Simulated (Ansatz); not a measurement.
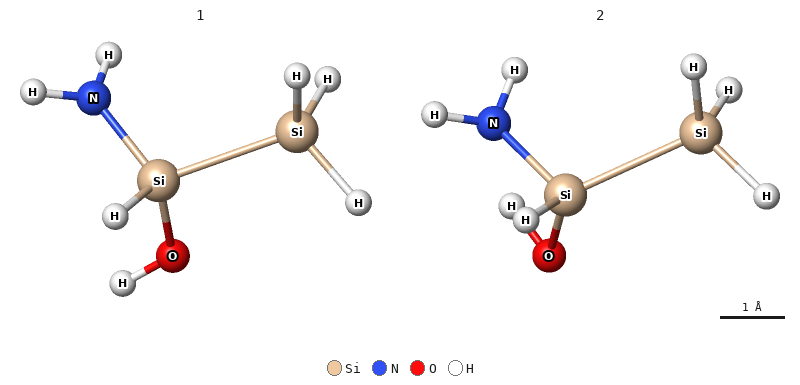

Two geometries of Si₂NH₇O (started from a transition state, displaced along its imaginary mode), drawn at one scale. One is the start of a relaxation, the other its converged end. Style: ball-and-stick. Shown at a tilt.

Computed with Ansatz, RKS PBE0-D4/def2-TZVP. Set-up: force threshold 0.005 eV/Å; at most 200 steps.

Q: Which one is relaxed?

A: Structure 1 is the relaxed one. The energy falls by 26.4 kcal/mol in 29 accepted moves (34 points after the start). The largest force component goes from 1.7 to 0.0029 eV/Å. The line search rejected the trial steps at points 9, 17, 20, 21, 33 of the run. The forces were under the threshold at step 22, but the run went on from there. The atom that moves furthest after the best rigid fit is an H atom (1.22 Å). Largest moves by element: H 1.22 Å, N 0.45 Å, O 0.37 Å, Si 0.29 Å. Among the contacts that change: H–N 1.551 → 3.106 Å, H–Si 1.849 → 2.260 Å, N–Si 1.790 → 1.709 Å, H–O 1.030 → 0.959 Å. Bond angles that change, for instance: Si–O–H 85.1° → 117.3°, N–Si–O 84.1° → 115.4°, O–Si–Si 119.3° → 103.5°. Groups turn about O–Si by about 60°. Cost: 88 s on 4 threads of Arm Neoverse V1 (shared host).
